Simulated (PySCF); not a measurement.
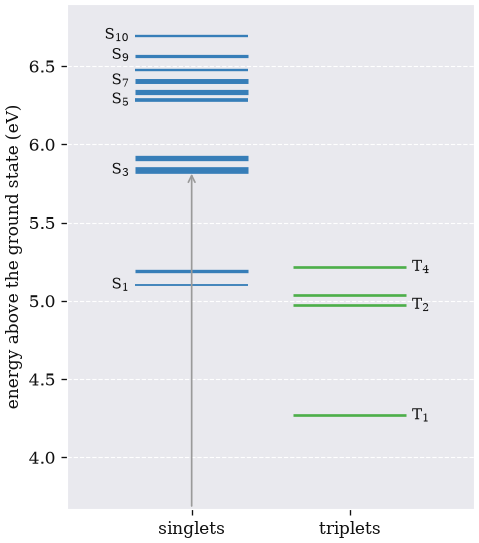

State diagram of C₇H₁₁PS, SMILES C#CC[P@](=S)(C=C)CC. Vertical TDDFT excitations, CAM-B3LYP/def2-SVPD in PySCF, at a PBE0-D3(BJ)/def2-SVP geometry (no frequency check), gas phase. Triplets in the Tamm-Dancoff approximation; only the lowest 10 singlets and 4 triplets were computed. Thicker singlet lines are brighter; the arrow marks the brightest. S0, at zero, lies below the range drawn.

Question: What are the energy, strength and character of the state that the arrow marks?

Answer: S3 at 5.83 eV (213 nm), f = 0.040, mainly HOMO → LUMO+1 (54 %).

Question: How many of the triplet levels drawn lie below S1?

Answer: 3 of 4 (T1 4.27 eV, T2 4.97 eV, T3 5.04 eV, T4 5.22 eV; S1 5.10 eV).

Question: What character does the calculation give T1?

Answer: Mixed, the largest part being HOMO−4 → LUMO (48 %).

Known limits of this run: one conformer of a flexible molecule; core orbitals are frozen in the response.
